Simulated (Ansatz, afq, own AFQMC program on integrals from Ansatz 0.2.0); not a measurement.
# SiNH5 (singlet): AFQMC on the coupled-cluster ladder at distance Si1–N2 = 1.562 Å, 6-31G, part 2 of 2

Ansatz 0.2.0, Gaussian basis, and an in-house AFQMC program (afq) on its integrals; all values are calculated; 6-31G, frozen cores. Earlier steps stand in the parts before.

### Step 11. Phaseless AFQMC, single-determinant trial on RHF

It reads the integrals that the CCSD(T) run on this determinant wrote.

The run is started by

```bash
$ afq ham --method phaseless --trial hf --walkers 280 --populations 1 --least-time 40 --time-step 0.005 --steps-per-block 20 --equilibration-blocks 112 --max-blocks 600 --target-error 0.00135 --factor-cut 1e-05 --seed 723 --taylor-order 6
```

Log:

```text
orbitals 26  electrons 7 7  factors 197 of 432
reference energy -346.17843999 Eh
CCSD correlation -0.19023942 Eh in 8 cycles, weight of the determinant in the CISD state 0.9139
energy of the start -346.178440 Eh
 block  time / (1/Eh)  mean weight  energy / Eh
     1     0.100  1.0015  -346.225192
     2     0.200  1.0008  -346.247648
     3     0.300  1.0009  -346.266541
     4     0.400  1.0012  -346.282108
     5     0.500  0.9997  -346.292871
     6     0.600  1.0023  -346.308899
     7     0.700  1.0015  -346.328936
     8     0.800  1.0000  -346.333164
     9     0.900  1.0000  -346.346163
    10     1.000  1.0003  -346.350145
    18     1.800  0.9989  -346.366650
    35     3.500  1.0009  -346.376975
    52     5.200  0.9999  -346.376820
    69     6.900  1.0001  -346.371117
    86     8.600  0.9999  -346.385361
   103    10.300  0.9993  -346.367259
   120    12.000  1.0002  -346.357188
   137    13.700  0.9992  -346.364665
   154    15.400  0.9998  -346.366040
   171    17.100  0.9998  -346.352934
   188    18.800  0.9994  -346.385392
   205    20.500  0.9999  -346.378765
   222    22.200  1.0004  -346.393725
   239    23.900  1.0004  -346.391933
   256    25.600  1.0004  -346.376230
   273    27.300  0.9999  -346.363993
   290    29.000  1.0008  -346.369739
   307    30.700  0.9999  -346.372409
   324    32.400  1.0013  -346.366820
   341    34.100  1.0004  -346.409048
   358    35.800  1.0003  -346.383541
   375    37.500  1.0000  -346.373015
   392    39.200  1.0009  -346.354467
   409    40.900  1.0004  -346.385941
   426    42.600  1.0001  -346.391154
   443    44.300  0.9987  -346.378393
   460    46.000  0.9999  -346.399934
   477    47.700  1.0006  -346.371502
   494    49.400  1.0006  -346.353720
   511    51.100  1.0002  -346.364520
   528    52.800  1.0001  -346.358737
   545    54.500  1.0004  -346.364034
   562    56.200  0.9999  -346.349762
   579    57.900  0.9997  -346.357785
   596    59.600  0.9995  -346.379306
   613    61.300  0.9996  -346.370846
   630    63.000  1.0005  -346.383843
   647    64.700  1.0000  -346.369472
   664    66.400  0.9995  -346.394002
   681    68.100  1.0001  -346.363569
   698    69.800  0.9997  -346.358895
blocks merged  error / Eh  count
     1  0.000571  600
     2  0.000757  300
     4  0.000991  150
     8  0.001203  75
    16  0.001474  37
    32  0.001805  18
    64  0.002023  9
energy -346.372364 +/- 0.001805 Eh
```

Wall time 4.4 min (1 thread of Arm Neoverse V1, shared host).

Energy -9425.2722 ± 0.0491 eV. Caveats: constraint bias not in the error.

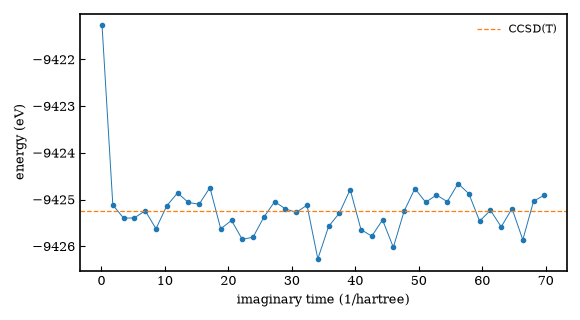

Block energies along the walk.

### Step 12. Free-projection AFQMC, CISD trial on RHF

It reads the integrals that the CCSD(T) run on this determinant wrote.

The run is started by

```bash
$ afq ham --method free --trial cisd --walkers 140 --time-step 0.03 --max-blocks 80 --target-error 0.00045 --factor-cut 1e-05 --seed 7901 --times 0,0.21,0.42,0.81,1.2,1.8,2.4,3 --taylor-order 8
```

Log:

```text
orbitals 26  electrons 7 7  factors 197 of 432
reference energy -346.17843999 Eh
CCSD correlation -0.19023942 Eh in 8 cycles, weight of the determinant in the CISD state 0.9139
repeat  energy at the last time / Eh  error
    10  -346.372164  0.000472
    20  -346.372306  0.000404
    30  -346.372210  0.000302
time / (1/Eh)  energy / Eh  error  mean overlap
  0.00  -346.368460  0.000259  1.0935
  0.21  -346.370199  0.000294  1.0983
  0.42  -346.370995  0.000254  1.0952
  0.81  -346.371404  0.000215  1.1041
  1.20  -346.371814  0.000227  1.1059
  1.80  -346.371980  0.000189  1.1016
  2.40  -346.371928  0.000324  1.1188
  3.00  -346.372191  0.000293  1.1227
energy -346.372191 +/- 0.000293 Eh
```

It took 60 s on 1 thread of Arm Neoverse V1, shared host.

Energy -9425.2675 ± 0.0080 eV. Caveats: remainder of the start not in the error.

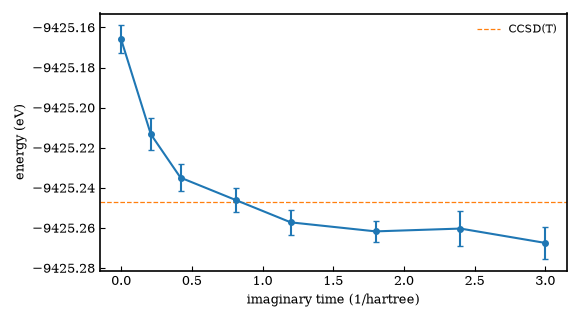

Energy against projection time, with error bars.

### Step 13. UHF

Contents of in.yaml:

```yaml
crystal:
  periodic: [false, false, false]
  atoms:
    - {symbol: Si, position_ang: [-0.009307, 0.000000, 0.518809]}
    - {symbol: N, position_ang: [0.049888, 0.000000, -1.042069]}
    - {symbol: H, position_ang: [0.686313, -1.220684, 1.002029]}
    - {symbol: H, position_ang: [0.686311, 1.220686, 1.002029]}
    - {symbol: H, position_ang: [-1.376489, -0.000001, 1.121450]}
    - {symbol: H, position_ang: [-0.215032, -0.828320, -1.550372]}
    - {symbol: H, position_ang: [-0.215034, 0.828319, -1.550372]}
basis:
  gaussian: {orbitals: 6-31G}
magnetization: {spin_polarized: true, initial_magnetization: 0}
hamiltonian: {xc: hf}
output: {orbitals: {seedname: orbitals}}
```

The run is started by

```bash
$ ansatz run in.yaml --threads 1 --pin off --events-out ev --progress --plain --max-ram 1382MiB
```

Log:

```text
Functional definition: HF
  name "HF"
  cite "Fock, Z. Phys. 61, 126 (1930) doi:10.1007/BF01340294"
  parent pbe
  exchange = exact_x
  correlation = 0
432 factors; integrals over basis functions are off by at most 2.2e-4 eV
mean field evaluation 1: about -9418.2929 eV, gradient 2.0e1 eV
mean field evaluation 2: about -9418.2964 eV, gradient 2.0e1 eV
mean field evaluation 4: about -9419.9856 eV, gradient 1.2e0 eV
mean field evaluation 8: about -9419.9952 eV, gradient 2.2e-5 eV
mean field -9419.99524073 eV, -346.1784399947 hartree, gradient 6.3e-5 eV, S^2 0.000000; 0 other end points of the search recorded, 0 dependent functions left out
reference -9419.99524073 eV, -346.1784399947 hartree; 13, 13 occupied and 19, 19 virtual orbitals, 432 factors
Total energy: -9419.99524073 eV, -346.1784399947 hartree
```

Wall time 0.24 s (1 thread of Arm Neoverse V1, shared host).

From the report: ⟨S²⟩ of the determinant 0.000 (pure singlet: 0.00).

### Step 14. AFQMC on the ladder

On the RHF determinant, counted from CCSD(T) (a yardstick, not exact):

```
                                                             level  energy (eV)  from CCSD(T) (kcal/mol)  statistical error (kcal/mol)     time
                                                                HF   -9419.9952                  +121.11                                       
                                                               MP2   -9424.4860                   +17.55                                       
                                                              CCSD   -9425.1719                    +1.73                                       
                                                           CCSD(T)   -9425.2470                     0.00                                       
              Phaseless AFQMC, CISD trial, step 0.005, 140 walkers   -9425.2715                    -0.57                          0.20  2.8 min
Phaseless AFQMC, single-determinant trial, step 0.005, 280 walkers   -9425.2722                    -0.58                          1.13  4.4 min
         Free-projection AFQMC, CISD trial, step 0.03, 140 walkers   -9425.2675                    -0.47                          0.18     60 s
```

The functionals' totals stand on their own zeros and serve differences with other points: PBE -9440.234 eV; r2SCAN -9444.780 eV; PBE0 -9441.228 eV; B3LYP -9447.140 eV; wB97M-V -9444.873 eV; B2PLYP -9440.016 eV.

### Step 15. Summary of results

The summary covers parts 1 to 2.

```
                                                     quantity                  value
              Phaseless AFQMC, CISD trial on RHF from CCSD(T)  -0.57 ± 0.20 kcal/mol
Phaseless AFQMC, single-determinant trial on RHF from CCSD(T)  -0.58 ± 1.13 kcal/mol
        Free-projection AFQMC, CISD trial on RHF from CCSD(T)  -0.47 ± 0.18 kcal/mol
```

In words: On RHF the phaseless walk with the CISD trial lies -0.57 kcal/mol from CCSD(T), within three error bars. Free projection has no constraint; at the last time it gives -0.47 ± 0.18 kcal/mol. Error bars are statistical and leave out the constraint, the time step and what remains of the start.
